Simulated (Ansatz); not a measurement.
Consider AlGa$_{3}$Ru.

```
Al Ga Ru
1.0
     4.79753    0.00000    0.00000
     0.00000    4.79753    0.00000
     0.00000    0.00000    4.83603
Al Ga Ru
1 3 1
Cartesian
  0.0000 0.0000 0.4658
  2.3988 2.3988 4.5790
  0.0000 2.3988 2.3466
  2.3988 0.0000 2.3466
  2.3988 2.3988 2.1587
```

Space group P4mm; started from the tetragonal perovskite_99 prototype, which need not be the ambient phase; computed without spin polarisation.

The calculation used DFT PBE, scalar-relativistic, plane waves, PAW in Ansatz 0.2.0.

### What will maps of the valence pseudo-density and electron localisation function show?

Ga–Ru (2.42 Å): ρ at the midpoint is about 0.51 e/Å³; the ELF is about 0.35 at the midpoint.
Al–Ga (3.47 Å): ρ at the midpoint is about 0.08 e/Å³; the ELF is about 0.20 at the midpoint.

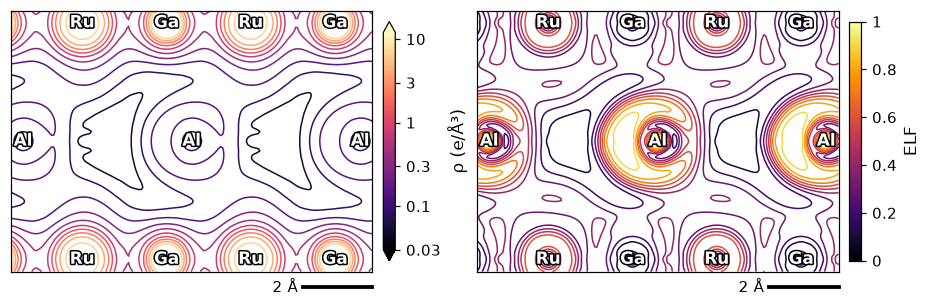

Computed valence pseudo-density and electron localisation function on the (110) plane of the conventional cell, in this order. 

In a PAW calculation such maps are meaningful between the atoms, not at the nuclei.
